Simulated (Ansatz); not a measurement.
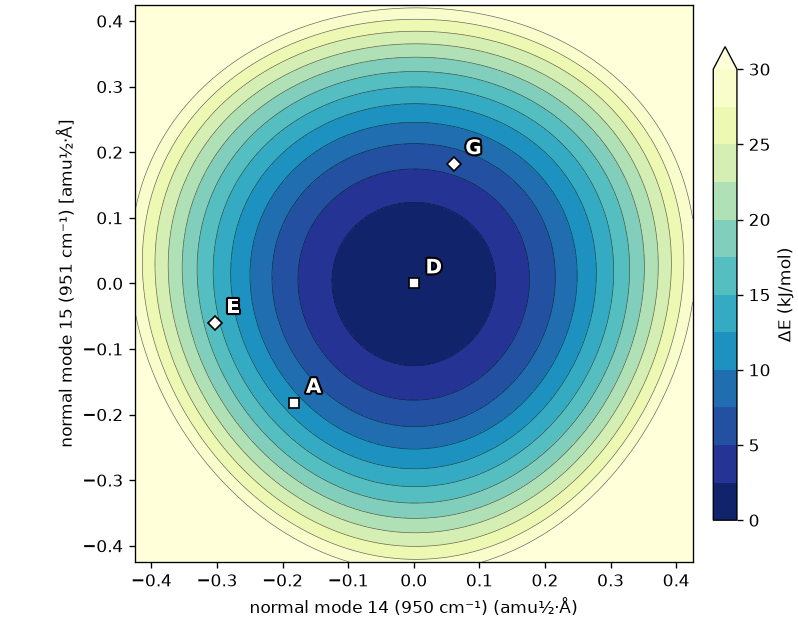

C₂H₆Si₂, SMILES [SiH3]C1=C[SiH2]1. The first coordinate is: normal mode 14 (950 cm⁻¹); the second: normal mode 15 (951 cm⁻¹). Nothing is relaxed (straight displacements along the two mass-weighted modes). The scan uses a 15 × 15 grid. Points are written as (first, second). All energies are given in kJ/mol relative to the lowest grid point. All numbers below come from RKS wB97M-V/def2-SVP in Ansatz 0.2.0.

In the figure: filled contours, one colour for all values above the top of the scale, lettered points. Between grid points the surface is interpolated.

Question: What kind of point is each of A, D, E, G: minimum, saddle, maximum or slope?

Answer: A: on a slope; D: minimum; E: on a slope; G: on a slope. (In these two coordinates alone; a stationary point may lie a little off the grid point.)

Question: Rank the lettered points by energy, lowest first.

Answer: D (0.0 kJ/mol), G (6.0 kJ/mol), A (11.0 kJ/mol), E (15.8 kJ/mol).
